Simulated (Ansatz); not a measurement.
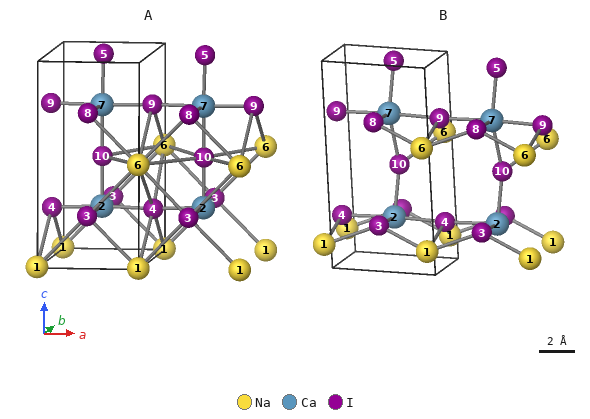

Two geometries of crystalline NaCaI₃ (built on the cubic perovskite type), drawn at one scale. One is the start of a relaxation, the other its converged end. Style: ball-and-stick. Shown: the cell of the calculation, reduced to other axes, repeated 2 × 1 × 1 with one cell outlined, slightly off an axis. Lengths and directions refer to the drawn axes.

Level of theory: DFT, PBEsol, plane waves, PAW (Ansatz 0.2.0). Settings: plane-wave cutoff 420 eV; k-point mesh 2 × 4 × 4; occupations fermi dirac; smearing width 0.05 eV; no spin polarisation; cell and atoms relaxed; force threshold 0.01 eV/Å; at most 120 steps.

### Which geometry has the lower energy?

Structure B is the relaxed one. Case: shaken. The atom that moves furthest relative to the cell is Na1 (1.45 Å along [−1 −1 2]). By element the largest moves are Na 1.45 Å, I 0.62 Å, Ca 0.39 Å. The drawn cell changes as follows: a 5.978 → 6.119 Å (+2.4 %), b 6.082 → 6.117 Å (+0.6 %), c 12.058 → 12.145 Å (+0.7 %), α 89.7° → 93.5°, β 88.2° → 93.5°, γ 89.3° → 93.0°; the volume changes by +3.2 %. Some distances before and after: Na1–I8 4.200 → 5.985 Å, I3–Na6 4.183 → 5.968 Å, I4–Na6 4.368 → 5.979 Å, Na6–I10 4.409 → 5.703 Å. Bond angles that change, for instance: Ca2–I10–Ca7 178.4° → 161.1°, I5–Ca2–I10 178.0° → 161.0°, Ca2–I5–Ca7 176.8° → 161.1°. The space group stays P1 (No. 1). After 19 accepted moves (21 points after the start) the energy has fallen by 80.3 meV per atom. The largest force component goes from 0.51 to 0.0096 eV/Å. Pressure: 0.14 GPa at the start and 0.00 GPa at the end. The line search rejected the trial step at point 10 of the run. At 1 point the geometry stayed and the basis and grid were re-selected for the new cell (energy shift of 0.1 meV per atom at most each time).
